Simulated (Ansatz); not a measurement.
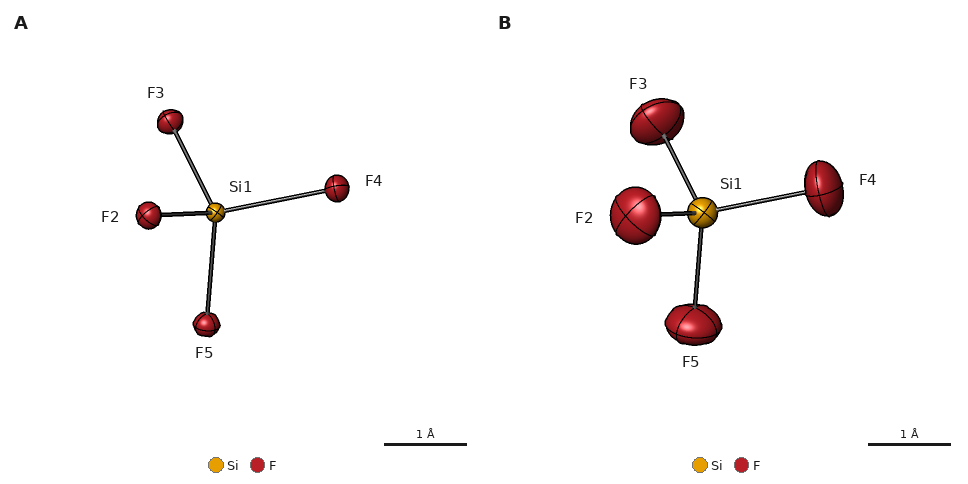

Displacement ellipsoids at the 50 % level, scaled by 3, from the internal vibrations of the free molecule (harmonic, no overall translation or rotation; no half-axis is drawn under 0.075 Å). Vibrations computed with RKS PBE0-D4/def2-TZVP (Ansatz 0.2.0). One panel is for 0 K (zero-point motion alone), the other for 900 K.

Question: Which panel is for 900 K?

Answer: B.

Question: How much does the mean-square displacement of F2 grow, and why?

Answer: U_eq goes from 0.0012 to 0.0047 Å², a factor of 3.8. Modes below kT (626 cm⁻¹ at 900 K) grow about in proportion to T, and the lowest lies at 258 cm⁻¹; the mean-square amplitude of a mode is its zero-point value times coth(ħω/2kT), which comes close to 1 only above about 3kT.
